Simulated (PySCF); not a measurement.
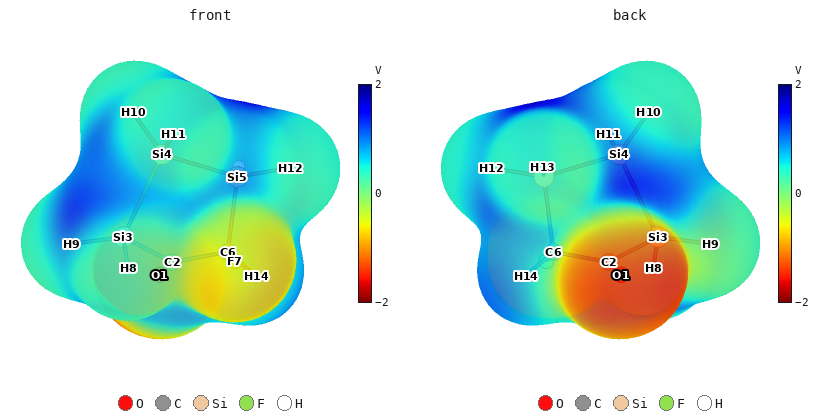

Figure 1: C$_{2}$H$_{7}$FOSi$_{3}$ (SMILES O=C1[SiH2][SiH2][SiH2][C@H]1F). The molecular electrostatic potential painted on the density surface at 0.002 e/bohr³, seen from the front and from behind; the colour scale runs from red (negative) to blue (positive).

Geometry: GFN2-xTB.

Method: PySCF, PBE0/pcSseg-1, SCF density, gas phase, non-relativistic.

```yaml
atoms:
  - { symbol: O, position_ang: [0.0517, 2.1555, -1.2733] }
  - { symbol: C, position_ang: [0.3222, 1.3903, -0.3697] }
  - { symbol: Si, position_ang: [1.7679, 0.1137, -0.4659] }
  - { symbol: Si, position_ang: [0.2909, -1.7035, -0.3649] }
  - { symbol: Si, position_ang: [-1.6131, -0.4743, 0.2290] }
  - { symbol: C, position_ang: [-0.6209, 1.1265, 0.7494] }
  - { symbol: F, position_ang: [0.0908, 0.7432, 1.8859] }
  - { symbol: H, position_ang: [2.6514, 0.2937, 0.6847] }
  - { symbol: H, position_ang: [2.5084, 0.3940, -1.6944] }
  - { symbol: H, position_ang: [0.0967, -2.4385, -1.6248] }
  - { symbol: H, position_ang: [0.6391, -2.7512, 0.6053] }
  - { symbol: H, position_ang: [-2.4119, -0.7824, 1.4179] }
  - { symbol: H, position_ang: [-2.5399, -0.0524, -0.8234] }
  - { symbol: H, position_ang: [-1.2340, 1.9848, 1.0220] }
```

Describe the electrostatic potential map.

The most negative region (about −1.5 V) lies over O1, the most positive (about +1.6 V) over Si5. O1 is the likeliest acceptor of a hydrogen bond.
